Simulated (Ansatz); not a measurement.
Ta2O5 (Pmmn), computed twice by G0W0.

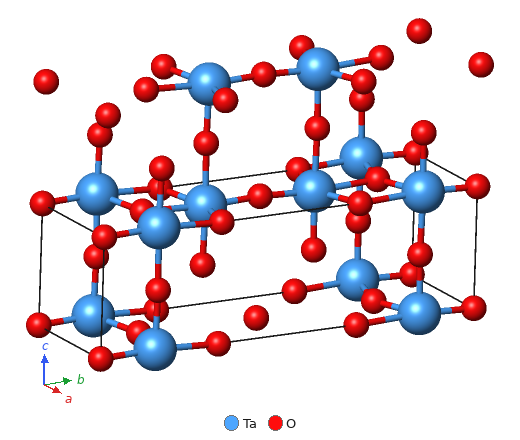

The structure (tantalum blue, oxygen red). Bonds to atoms that aren't drawn are left out. 1×1×2 cells are drawn. Some periodic images of atoms are drawn too.

```
Ta O
1.0
     3.84085    0.00000    0.00000
     0.00000   13.03732    0.00000
     0.00000    0.00000    3.87416
Ta O
4 10
Direct
  0.00000 0.14580 0.02271
  0.50000 0.35420 0.97729
  0.50000 0.64580 0.97729
  0.00000 0.85420 0.02271
  0.50000 0.18523 0.00206
  0.00000 0.31477 0.99794
  0.00000 0.68523 0.99794
  0.50000 0.81477 0.00206
  0.00000 0.85107 0.50765
  0.50000 0.64893 0.49235
  0.50000 0.35107 0.49235
  0.50000 0.50000 0.99500
  0.00000 0.00000 0.00500
  0.00000 0.14893 0.50765
```

The cell and positions are those that the Materials Project relaxed with its own functionals (PBE, PBE+U or r2SCAN), kept fixed. Spin-orbit coupling is left out unless a run names it.

The first (Ansatz 0.2.0; start LDA, 4×2×4 mesh, 891 empty bands, screening to 160 eV, hard PAW files; 1 × NVIDIA H100 80GB HBM3 (shared by 3 runs) with 4 threads of AMD EPYC 7R13 (Zen 3), shared host) gave, on its mesh: starting gap 2.21 eV, G0W0 gap 3.69 eV, RPA ε∞ (mean) 5.54, 2.2 min.

The second gave: starting gap 2.21 eV, G0W0 gap 3.85 eV, RPA ε∞ (mean) 5.52, 14 min.

Q: What was changed in the input? Choose among start, files, mesh, bands and cutoff, frequency model or another key.

Changed: empty bands from 891 to 2640 and screening cutoff (eV) from 160.0 to 330.0. The starting gap stayed, which rules out the functional and points to the GW step. Other changes could give like numbers; this is the one that was made.

Limits: not at the basis limit; no spin-orbit coupling; coarse k mesh.

[Paths, hosts, dates, memory and timing lines, banners, echoed tables and standing remarks are left out of the program output.]

[Logs are printed without paths, hosts, clocks, repeated set-up lines and the standing remarks that a program may print on its own settings, such as how far it seeks lower states.]

[Runs of the session that timed out or met a known fault of the program may be left out.]

[Cells called generated may have been cut or substituted from an entry of the Crystallography Open Database or the Materials Project.]

[Hosts, paths, dates, database ids (printed as entryN), source tags and the programs' standing remarks are cut or masked in the printed files.]
